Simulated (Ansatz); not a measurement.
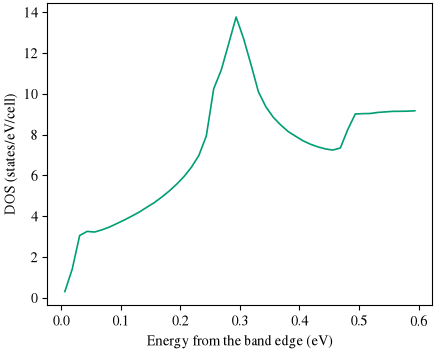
*Density of states of Al$_{2}$O$_{3}$ (R-3c) below the valence band maximum, PBEsol, rigid bands run with Ansatz (a program for electronic structure); cell volume 85.6 Å³.*

Q: What effective density of states at 300 K does this give (∫ g(E) exp(−E/k_BT) dE, both spins, divided by the cell's size)?

A: 5.0e20 cm⁻³, a density-of-states mass of 7.3 mₑ, valleys and band degeneracy included.

Spin-orbit coupling is left out; where it splits the top of the valence band, N_v and the p-type Seebeck coefficient come out somewhat high without it. Geometry: cell and atoms relaxed with PBEsol.
